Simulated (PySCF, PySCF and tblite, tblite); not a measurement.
**CF3CH2OPh (C8H7F3O): conformers and averaged spectra**

Aim: find the conformers of CF3CH2OPh (C8H7F3O) (`FC(F)(F)COc1ccccc1`), weigh them, and average their properties.

Computed with tblite 0.8.0 (tight binding) and PySCF 2.14.0 (DFT, with response routines of our own); each step states its level. Atoms count from 0 throughout.

## Step 1: The molecule as given

19 atoms, charge 0, multiplicity 1; geometry from: MMFF94s geometry.

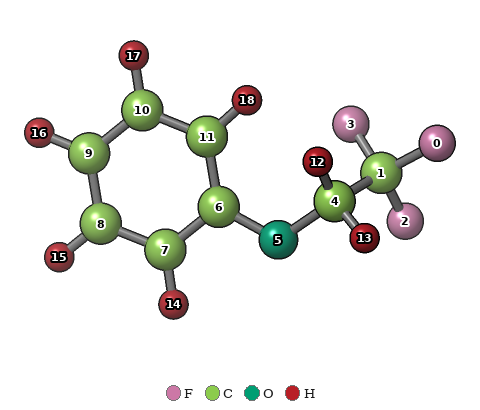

The starting geometry (fluorine pink, carbon green, oxygen teal, hydrogen red), atoms numbered.

## Step 2: GFN2-xTB relaxation, conformer 1

The job: settings as JSON, then the geometry in Å.

```
{"job": {"xc": "GFN2-xTB", "basis": "xTB", "kind": "relax"}, "charge": 0, "multiplicity": 1}
F      3.891400     0.452900     1.108400
C      2.776400     0.747800     0.362300
F      3.190200     1.524000    -0.649200
F      1.958400     1.475900     1.151600
C      2.132100    -0.546100    -0.108100
O      1.039100    -0.326500    -1.020600
C     -0.220400    -0.221100    -0.518200
C     -1.218100    -0.167800    -1.482900
C     -2.563000    -0.070900    -1.122700
C     -2.922900    -0.010500     0.226100
C     -1.928000    -0.054900     1.195900
C     -0.582200    -0.162400     0.833700
H      1.852000    -1.201000     0.726000
H      2.890000    -1.100000    -0.690300
H     -0.959800    -0.206600    -2.538400
H     -3.339300    -0.028300    -1.878900
H     -3.962100     0.078500     0.513100
H     -2.198600    -0.004000     2.248900
H      0.155000    -0.170000     1.635700
```

Launch:

```
$ OMP_NUM_THREADS=1 python ens_run.py task.json out
```

This one command runs the whole study; its stages follow in the order run.

The program printed:

```text
step      E/eV     max force
  0   -1059.91188    1.684
  1   -1059.99463    0.417
  2   -1060.00934    0.315
  3   -1060.01654    0.223
  4   -1060.01931    0.119
  5   -1060.02043    0.085
  6   -1060.02165    0.088
  7   -1060.02242    0.077
  8   -1060.02297    0.051
  9   -1060.02328    0.040
 10   -1060.02345    0.040
 11   -1060.02345    0.040
 12   -1060.02352    0.022
 13   -1060.02365    0.024
 14   -1060.02370    0.025
 15   -1060.02376    0.020
 16   -1060.02379    0.014
 17   -1060.02384    0.017
 18   -1060.02387    0.018
 19   -1060.02390    0.013
 20   -1060.02394    0.017
 21   -1060.02398    0.020
 22   -1060.02401    0.018
 23   -1060.02404    0.014
 24   -1060.02407    0.016
 25   -1060.02411    0.023
 26   -1060.02418    0.024
 27   -1060.02426    0.022
 28   -1060.02434    0.029
 29   -1060.02442    0.031
 30   -1060.02452    0.029
 31   -1060.02462    0.024
 32   -1060.02471    0.020
 33   -1060.02476    0.018
 34   -1060.02482    0.021
 35   -1060.02490    0.025
 36   -1060.02502    0.029
 37   -1060.02516    0.029
 38   -1060.02530    0.030
 39   -1060.02545    0.030
 40   -1060.02564    0.032
 41   -1060.02585    0.034
 42   -1060.02606    0.029
 43   -1060.02624    0.027
 44   -1060.02637    0.029
 45   -1060.02648    0.032
 46   -1060.02660    0.029
 47   -1060.02674    0.024
 48   -1060.02686    0.024
 49   -1060.02694    0.018
 50   -1060.02698    0.017
 51   -1060.02702    0.014
 52   -1060.02705    0.013
 53   -1060.02708    0.010
 54   -1060.02709    0.008
 55   -1060.02710    0.009
 56   -1060.02711    0.008
 57   -1060.02711    0.006
 58   -1060.02712    0.004
 59   -1060.02712    0.005
 60   -1060.02713    0.004
 61   -1060.02713    0.004
```

Run time: 0.36 s. Hardware: 1 thread of Arm Neoverse V2, shared host.

Relaxing gained 0.115 eV and moved the atoms by 0.11 Å on average (rms).

**GFN2-xTB relaxation, conformer 2**

The job: settings as JSON, then the geometry in Å.

```
{"job": {"xc": "GFN2-xTB", "basis": "xTB", "kind": "relax"}, "charge": 0, "multiplicity": 1}
F     -3.613700     1.206100     0.687200
C     -3.369600     0.022000     0.096100
F     -3.675600     0.107300    -1.200000
F     -4.205800    -0.882700     0.652000
C     -1.921700    -0.415600     0.315900
O     -1.030300     0.538400    -0.276900
C      0.314100     0.285200    -0.173100
C      1.144200     1.250600    -0.751800
C      2.531700     1.107000    -0.722100
C      3.096600     0.004000    -0.096300
C      2.282200    -0.962300     0.485100
C      0.889700    -0.827200     0.455300
H     -1.785700    -1.391300    -0.154800
H     -1.725200    -0.493700     1.382400
H      0.691300     2.119600    -1.241600
H      3.154200     1.867900    -1.171000
H      4.183000    -0.100600    -0.069900
H      2.732500    -1.828900     0.972900
H      0.298200    -1.596400     0.929400
```

The program printed:

```text
step      E/eV     max force
  0   -1059.93168    1.028
  1   -1059.97510    0.354
  2   -1059.98998    0.328
  3   -1059.99915    0.224
  4   -1060.00198    0.137
  5   -1060.00328    0.109
  6   -1060.00504    0.141
  7   -1060.00621    0.097
  8   -1060.00697    0.061
  9   -1060.00743    0.064
 10   -1060.00779    0.063
 11   -1060.00810    0.046
 12   -1060.00842    0.045
 13   -1060.00879    0.070
 14   -1060.00921    0.099
 15   -1060.00964    0.092
 16   -1060.01003    0.052
 17   -1060.01033    0.043
 18   -1060.01056    0.039
 19   -1060.01056    0.039
 20   -1060.01066    0.025
 21   -1060.01078    0.029
 22   -1060.01084    0.033
 23   -1060.01093    0.028
 24   -1060.01102    0.027
 25   -1060.01113    0.023
 26   -1060.01123    0.026
 27   -1060.01133    0.027
 28   -1060.01145    0.028
 29   -1060.01159    0.035
 30   -1060.01173    0.033
 31   -1060.01185    0.026
 32   -1060.01194    0.021
 33   -1060.01201    0.020
 34   -1060.01207    0.019
 35   -1060.01212    0.018
 36   -1060.01217    0.022
 37   -1060.01223    0.022
 38   -1060.01228    0.016
 39   -1060.01232    0.013
 40   -1060.01235    0.011
 41   -1060.01238    0.015
 42   -1060.01241    0.015
 43   -1060.01244    0.011
 44   -1060.01245    0.011
 45   -1060.01247    0.012
 46   -1060.01248    0.008
 47   -1060.01249    0.007
 48   -1060.01249    0.006
 49   -1060.01250    0.006
 50   -1060.01250    0.004
 51   -1060.01250    0.003
```

Wall time 0.32 s (1 thread of Arm Neoverse V2, shared host).

Gain 0.081 eV; displacement 0.05 Å root mean square.

## Step 3: Shieldings, conformer 1: KT2/pcSseg-1 in methanol

The job: settings as JSON, then the geometry in Å.

```
{"job": {"xc": "KT2", "basis": "pcSseg-1", "solvent": "methanol", "kind": "nmr", "pop": true}, "charge": 0, "multiplicity": 1}
F      3.791801     0.596837     1.089685
C      2.701938     0.768722     0.320967
F      3.075386     1.512836    -0.722394
F      1.843352     1.502899     1.036866
C      2.137982    -0.593222    -0.108277
O      1.054752    -0.477348    -0.974843
C     -0.223094    -0.291359    -0.485184
C     -1.202114    -0.157354    -1.467332
C     -2.524368     0.009473    -1.111203
C     -2.887048     0.043597     0.226254
C     -1.914166    -0.087651     1.198208
C     -0.581565    -0.255269     0.853705
H      1.912456    -1.172048     0.795553
H      2.932042    -1.096008    -0.670683
H     -0.896425    -0.186965    -2.500828
H     -3.274866     0.113980    -1.879941
H     -3.920728     0.175122     0.506461
H     -2.184376    -0.056938     2.242931
H      0.149237    -0.340053     1.642594
```

The program printed:

```text
coarse grid: 17376 points
cycle   1  E = -693.8043791521  dE =  2.006e+00  |g| = 1.231e+00  |ddm| = 4.259e+00
cycle   2  E = -693.2579936892  dE =  5.464e-01  |g| = 2.210e+00  |ddm| = 2.230e+00
cycle   3  E = -694.0549041373  dE = -7.969e-01  |g| = 1.680e-01  |ddm| = 1.505e+00
cycle   4  E = -694.0601083096  dE = -5.204e-03  |g| = 8.769e-02  |ddm| = 2.128e-01
cycle   5  E = -694.0616603611  dE = -1.552e-03  |g| = 3.315e-02  |ddm| = 9.733e-02
cycle   6  E = -694.0618847433  dE = -2.244e-04  |g| = 7.822e-03  |ddm| = 3.536e-02
cycle   7  E = -694.0618969433  dE = -1.220e-05  |g| = 2.127e-03  |ddm| = 8.486e-03
cycle   8  E = -694.0618978699  dE = -9.266e-07  |g| = 7.507e-04  |ddm| = 2.373e-03
final grid: 173288 points
cycle   9  E = -694.2325783147  dE = -3.509e-04  |g| = 4.171e-02  |ddm| = 1.372e-01
cycle  10  E = -694.2320772061  dE =  5.011e-04  |g| = 7.044e-02  |ddm| = 6.377e-02
cycle  11  E = -694.2328414510  dE = -7.642e-04  |g| = 3.640e-03  |ddm| = 4.127e-02
cycle  12  E = -694.2328445698  dE = -3.119e-06  |g| = 1.243e-03  |ddm| = 4.640e-03
cycle  13  E = -694.2328448836  dE = -3.138e-07  |g| = 4.995e-04  |ddm| = 1.499e-03
cycle  14  E = -694.2328449447  dE = -6.118e-08  |g| = 7.994e-05  |ddm| = 5.879e-04
cycle  15  E = -694.2328449460  dE = -1.302e-09  |g| = 2.445e-05  |ddm| = 7.919e-05
cycle  16  E = -694.2328449462  dE = -1.191e-10  |g| = 6.915e-06  |ddm| = 2.320e-05
converged SCF energy = -694.2328449462

GIAO shielding tensors (ppm)
atom      isotropic    diamagn.    paramagn.     s11        s22        s33       span
  0 F      245.303     469.220    -223.917    159.416    242.707    333.784    174.369
  1 C       51.559     247.103    -195.544     46.092     51.708     56.876     10.784
  2 F      246.652     474.511    -227.859    161.690    245.149    333.116    171.426
  3 F      242.570     481.500    -238.929    174.586    231.651    321.475    146.889
  4 C      118.619     249.979    -131.361     92.971    112.759    150.126     57.155
  5 O      219.240     400.379    -181.140    140.735    250.587    266.397    125.663
  6 C       29.791     256.668    -226.878    -43.471     26.290    106.553    150.025
  7 C       72.133     253.228    -181.095     -9.118     62.640    162.876    171.994
  8 C       60.766     253.069    -192.304    -38.505     48.003    172.800    211.305
  9 C       68.349     254.369    -186.020    -29.261     56.882    177.426    206.687
 10 C       61.141     252.845    -191.704    -39.309     49.215    173.516    212.825
 11 C       80.418     259.120    -178.702      0.129     59.001    182.124    181.995
 12 H       26.494      30.603      -4.109     23.921     26.037     29.524      5.603
 13 H       26.766      26.576       0.190     22.245     26.783     31.271      9.027
 14 H       24.430      32.102      -7.672     20.501     24.474     28.313      7.811
 15 H       24.077      29.434      -5.357     20.581     25.197     26.454      5.873
 16 H       24.451      29.403      -4.953     21.193     25.835     26.324      5.130
 17 H       24.097      30.725      -6.628     20.430     24.828     27.032      6.602
 18 H       24.403      34.449     -10.046     20.221     23.706     29.282      9.061
```

It took 32 s on 1 thread of Arm Neoverse V2, shared host; peak memory 1 GiB.

Key values: HOMO -5.79 eV, LUMO -1.23 eV; dipole 2.18 D.

## Step 4: Single-point energy, conformer 1: PBE0/def2-SVP in methanol

Changed since step 3:

```diff
@@ -1,2 +1,2 @@
-{"job": {"xc": "KT2", "basis": "pcSseg-1", "solvent": "methanol", "kind": "nmr", "pop": true}, "charge": 0, "multiplicity": 1}
+{"job": {"xc": "PBE0", "basis": "def2-SVP", "solvent": "methanol", "kind": "sp"}, "charge": 0, "multiplicity": 1}
 F      3.791801     0.596837     1.089685
```

The program printed:

```text
coarse grid: 17376 points
cycle   1  E = -682.3137111966  dE =  2.147e+00  |g| = 9.915e-01  |ddm| = 5.310e+00
cycle   2  E = -682.1584697407  dE =  1.552e-01  |g| = 1.401e+00  |ddm| = 1.754e+00
cycle   3  E = -682.4938578045  dE = -3.354e-01  |g| = 7.554e-02  |ddm| = 1.015e+00
cycle   4  E = -682.4947922864  dE = -9.345e-04  |g| = 4.032e-02  |ddm| = 1.032e-01
cycle   5  E = -682.4951639040  dE = -3.716e-04  |g| = 1.122e-02  |ddm| = 4.533e-02
cycle   6  E = -682.4951884754  dE = -2.457e-05  |g| = 3.088e-03  |ddm| = 1.247e-02
cycle   7  E = -682.4951903648  dE = -1.889e-06  |g| = 4.179e-04  |ddm| = 3.035e-03
final grid: 173288 points
cycle   8  E = -682.5958122399  dE = -4.680e-05  |g| = 1.081e-02  |ddm| = 5.438e-02
cycle   9  E = -682.5957921853  dE =  2.005e-05  |g| = 1.528e-02  |ddm| = 2.117e-02
cycle  10  E = -682.5958367209  dE = -4.454e-05  |g| = 1.370e-03  |ddm| = 1.221e-02
cycle  11  E = -682.5958371499  dE = -4.290e-07  |g| = 2.480e-04  |ddm| = 1.647e-03
cycle  12  E = -682.5958371598  dE = -9.810e-09  |g| = 1.079e-04  |ddm| = 3.135e-04
cycle  13  E = -682.5958371619  dE = -2.179e-09  |g| = 2.339e-05  |ddm| = 1.060e-04
cycle  14  E = -682.5958371621  dE = -1.203e-10  |g| = 6.851e-06  |ddm| = 3.247e-05
converged SCF energy = -682.5958371621
```

Run time: 16 s. Hardware: 1 thread of Arm Neoverse V2, shared host; peak memory 0.86 GiB.

This run: HOMO -6.73 eV, LUMO -0.23 eV; dipole 2.23 D.

## Step 5: Shieldings, conformer 2: KT2/pcSseg-1 in methanol

The job: settings as JSON, then the geometry in Å.

```
{"job": {"xc": "KT2", "basis": "pcSseg-1", "solvent": "methanol", "kind": "nmr", "pop": false}, "charge": 0, "multiplicity": 1}
F     -3.552150     1.234695     0.647463
C     -3.320655     0.047103     0.086491
F     -3.612389     0.154929    -1.210416
F     -4.211171    -0.810821     0.613881
C     -1.898461    -0.449455     0.329290
O     -1.033173     0.486999    -0.241854
C      0.321517     0.264176    -0.156796
C      1.123246     1.238358    -0.747126
C      2.496761     1.112842    -0.719064
C      3.086250     0.018438    -0.104652
C      2.288473    -0.946136     0.479993
C      0.906361    -0.832574     0.459262
H     -1.807113    -1.440434    -0.138536
H     -1.757608    -0.537623     1.416340
H      0.642676     2.079974    -1.219092
H      3.110729     1.872285    -1.178682
H      4.160581    -0.079724    -0.083007
H      2.737290    -1.802146     0.961163
H      0.309034    -1.601636     0.923884
```

The program printed:

```text
coarse grid: 17376 points
cycle   1  E = -693.8068270901  dE =  2.011e+00  |g| = 1.223e+00  |ddm| = 4.286e+00
cycle   2  E = -693.3040993818  dE =  5.027e-01  |g| = 2.150e+00  |ddm| = 2.133e+00
cycle   3  E = -694.0548312766  dE = -7.507e-01  |g| = 1.548e-01  |ddm| = 1.415e+00
cycle   4  E = -694.0592113250  dE = -4.380e-03  |g| = 8.076e-02  |ddm| = 1.936e-01
cycle   5  E = -694.0605511968  dE = -1.340e-03  |g| = 3.010e-02  |ddm| = 8.794e-02
cycle   6  E = -694.0607331179  dE = -1.819e-04  |g| = 8.079e-03  |ddm| = 3.454e-02
cycle   7  E = -694.0607457556  dE = -1.264e-05  |g| = 2.149e-03  |ddm| = 8.526e-03
cycle   8  E = -694.0607467444  dE = -9.888e-07  |g| = 7.096e-04  |ddm| = 2.335e-03
final grid: 173288 points
cycle   9  E = -694.2327735635  dE = -3.753e-04  |g| = 4.108e-02  |ddm| = 1.353e-01
cycle  10  E = -694.2322995013  dE =  4.741e-04  |g| = 6.883e-02  |ddm| = 6.481e-02
cycle  11  E = -694.2330279411  dE = -7.284e-04  |g| = 4.066e-03  |ddm| = 4.206e-02
cycle  12  E = -694.2330318119  dE = -3.871e-06  |g| = 1.329e-03  |ddm| = 5.076e-03
cycle  13  E = -694.2330321349  dE = -3.230e-07  |g| = 4.838e-04  |ddm| = 1.503e-03
cycle  14  E = -694.2330321874  dE = -5.251e-08  |g| = 8.613e-05  |ddm| = 5.543e-04
cycle  15  E = -694.2330321889  dE = -1.416e-09  |g| = 3.750e-05  |ddm| = 9.976e-05
cycle  16  E = -694.2330321892  dE = -3.197e-10  |g| = 8.532e-06  |ddm| = 3.530e-05
converged SCF energy = -694.2330321892

GIAO shielding tensors (ppm)
atom      isotropic    diamagn.    paramagn.     s11        s22        s33       span
  0 F      247.971     474.224    -226.253    167.813    247.806    328.295    160.482
  1 C       52.122     248.434    -196.313     50.211     51.961     54.193      3.982
  2 F      247.977     474.252    -226.275    167.820    247.772    328.339    160.519
  3 F      246.966     468.938    -221.972    163.672    239.000    338.226    174.554
  4 C      116.948     249.388    -132.440    102.021    103.324    145.500     43.479
  5 O      219.366     402.718    -183.352    139.333    240.198    278.566    139.232
  6 C       29.846     255.256    -225.411    -41.528     23.381    107.684    149.211
  7 C       72.757     252.951    -180.194     -8.199     62.848    163.621    171.820
  8 C       60.927     252.851    -191.924    -38.519     48.134    173.166    211.685
  9 C       68.416     254.197    -185.780    -30.168     57.710    177.708    207.876
 10 C       60.548     252.816    -192.269    -40.091     48.355    173.380    213.472
 11 C       81.120     258.285    -177.165      0.124     65.416    177.820    177.696
 12 H       26.972      30.744      -3.772     22.722     27.592     30.601      7.879
 13 H       26.973      30.719      -3.746     22.729     27.584     30.607      7.878
 14 H       24.427      32.471      -8.044     20.322     24.481     28.478      8.157
 15 H       24.073      29.430      -5.357     20.531     25.130     26.558      6.027
 16 H       24.423      28.998      -4.575     21.146     25.800     26.322      5.177
 17 H       24.045      30.167      -6.122     20.426     24.856     26.852      6.425
 18 H       24.701      33.977      -9.275     19.996     24.573     29.536      9.540
```

It took 29 s on 1 thread of Arm Neoverse V2, shared host; peak memory 1.1 GiB.

In short: HOMO -5.78 eV, LUMO -1.25 eV; dipole 3.06 D.

## Step 6: Single-point energy, conformer 2: PBE0/def2-SVP in methanol

Changed since step 5:

```diff
@@ -1,2 +1,2 @@
-{"job": {"xc": "KT2", "basis": "pcSseg-1", "solvent": "methanol", "kind": "nmr", "pop": false}, "charge": 0, "multiplicity": 1}
+{"job": {"xc": "PBE0", "basis": "def2-SVP", "solvent": "methanol", "kind": "sp"}, "charge": 0, "multiplicity": 1}
 F     -3.552150     1.234695     0.647463
```

The program printed:

```text
coarse grid: 17376 points
cycle   1  E = -682.3174724601  dE =  2.153e+00  |g| = 9.843e-01  |ddm| = 5.322e+00
cycle   2  E = -682.1808917737  dE =  1.366e-01  |g| = 1.360e+00  |ddm| = 1.685e+00
cycle   3  E = -682.4949598644  dE = -3.141e-01  |g| = 7.190e-02  |ddm| = 9.603e-01
cycle   4  E = -682.4958127844  dE = -8.529e-04  |g| = 3.547e-02  |ddm| = 9.333e-02
cycle   5  E = -682.4961010977  dE = -2.883e-04  |g| = 9.544e-03  |ddm| = 3.948e-02
cycle   6  E = -682.4961184045  dE = -1.731e-05  |g| = 3.222e-03  |ddm| = 1.133e-02
cycle   7  E = -682.4961203998  dE = -1.995e-06  |g| = 4.630e-04  |ddm| = 3.099e-03
final grid: 173288 points
cycle   8  E = -682.5975007727  dE = -5.347e-05  |g| = 1.142e-02  |ddm| = 5.421e-02
cycle   9  E = -682.5974778607  dE =  2.291e-05  |g| = 1.620e-02  |ddm| = 2.195e-02
cycle  10  E = -682.5975277231  dE = -4.986e-05  |g| = 1.382e-03  |ddm| = 1.284e-02
cycle  11  E = -682.5975281596  dE = -4.365e-07  |g| = 2.718e-04  |ddm| = 1.698e-03
cycle  12  E = -682.5975281715  dE = -1.189e-08  |g| = 1.169e-04  |ddm| = 3.466e-04
cycle  13  E = -682.5975281741  dE = -2.576e-09  |g| = 2.380e-05  |ddm| = 1.139e-04
cycle  14  E = -682.5975281742  dE = -1.232e-10  |g| = 6.934e-06  |ddm| = 3.208e-05
converged SCF energy = -682.5975281742
```

It took 15 s on 1 thread of Arm Neoverse V2, shared host; peak memory 0.87 GiB.

Key values: HOMO -6.73 eV, LUMO -0.25 eV; dipole 3.17 D.

(Part 1 of 2 ends here.)
